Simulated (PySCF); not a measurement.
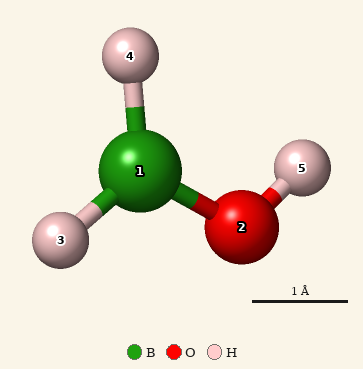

*The structure (ball-and-stick view, seen at a tilt; atoms are numbered from 1 in the order of the input).*

Bond lengths as drawn: B–H 1.21 Å, B–O 1.34 Å and H–O 0.96 Å.

Run report: BH3O, spin–spin coupling calculation

The run: spin–spin coupling calculation of BH3O (Borinic Acid), SMILES BO. Method and program: CAM-B3LYP/pcJ-1 indirect spin-spin coupling, non-relativistic, gas phase (PySCF 2.14.0).

The geometry comes from this level: PBE0-D3(BJ)/def2-SVP. Figures and captions count atoms from 1; the log counts them from 0 in places.

### What the program printed
```
coarse grid: 4032 points
cycle   1  E = -101.7787774374  dE =  3.602e-02  |g| = 6.112e-01  |ddm| = 1.523e+00
cycle   2  E = -101.7314290118  dE =  4.735e-02  |g| = 8.312e-01  |ddm| = 8.619e-01
cycle   3  E = -101.8450382139  dE = -1.136e-01  |g| = 3.546e-02  |ddm| = 5.414e-01
cycle   4  E = -101.8453120027  dE = -2.738e-04  |g| = 8.672e-03  |ddm| = 2.529e-02
cycle   5  E = -101.8453301764  dE = -1.817e-05  |g| = 1.693e-03  |ddm| = 9.672e-03
cycle   6  E = -101.8453309869  dE = -8.104e-07  |g| = 3.847e-04  |ddm| = 2.639e-03
final grid: 38536 points
cycle   7  E = -101.8690559105  dE = -5.789e-05  |g| = 1.737e-03  |ddm| = 6.488e-03
cycle   8  E = -101.8690560773  dE = -1.669e-07  |g| = 4.635e-04  |ddm| = 1.244e-03
cycle   9  E = -101.8690560769  dE =  4.241e-10  |g| = 4.999e-04  |ddm| = 5.093e-04
cycle  10  E = -101.8690561153  dE = -3.838e-08  |g| = 2.792e-05  |ddm| = 2.699e-04
cycle  11  E = -101.8690561155  dE = -2.142e-10  |g| = 9.960e-06  |ddm| = 3.505e-05
```

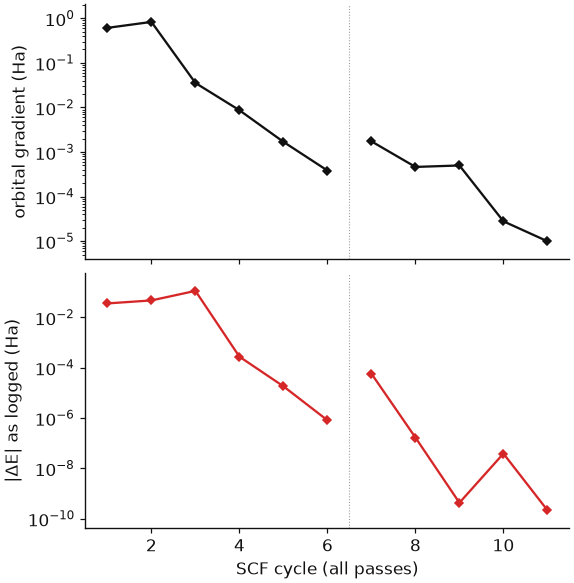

*Convergence of the self-consistent field: orbital gradient and size of the energy change against the SCF cycle. The dotted line marks the change from a coarse to the final integration grid.*

The first 6 cycles use a coarse grid, the final grid takes over at cycle 7, and the field converges after 11 cycles in all.

```
converged SCF energy = -101.8690561155

Indirect spin-spin couplings (Hz)
  i      j    bonds     total        FC       PSO       DSO        SD
  0 B    1 O    1     -1.216    -9.303     8.310    -0.026    -0.198
  0 B    2 H    1    154.997   155.093    -1.051     0.548     0.408
  0 B    3 H    1    141.816   141.986    -1.072     0.549     0.353
  0 B    4 H    2     -6.230    -4.198    -0.526    -1.381    -0.125
  1 O    2 H    2    -20.442   -21.614     0.989     0.198    -0.015
  1 O    3 H    2      2.113     1.121     0.832     0.269    -0.109
  1 O    4 H    1    -78.249   -66.932   -10.853    -0.185    -0.278
  2 H    3 H    2     22.648    22.645     2.045    -2.131     0.089
  2 H    4 H    3     16.349    16.811     3.627    -4.127     0.038
  3 H    4 H    3      6.942     7.414     0.067    -0.630     0.091
```

This output came from the following input.

### Input
```
{"job": {"kind": "j", "xc": "CAM-B3LYP", "basis": "pcJ-1"}, "charge": 0, "multiplicity": 1}
B     -0.398140    -0.035936    -0.017482
O      0.849787    -0.536609    -0.024357
H     -1.303570    -0.836307    -0.016498
H     -0.589890     1.163126    -0.012689
H      1.533902     0.140956    -0.025454
```

The first line tells a small driver script what to run in PySCF; the rest is the geometry in Å.

Command:
```bash
OMP_NUM_THREADS=1 python <driver script> task.json out
```

### Key numbers

- outcome: converged
- total energy: −101.869056 hartree
- HOMO: −10.32 eV
- LUMO: 0.78 eV
- dipole moment: 1.75 D
- hardware: 1 CPU thread, shared host
- wall time: 2.1 s
- peak memory: 0.3 GiB
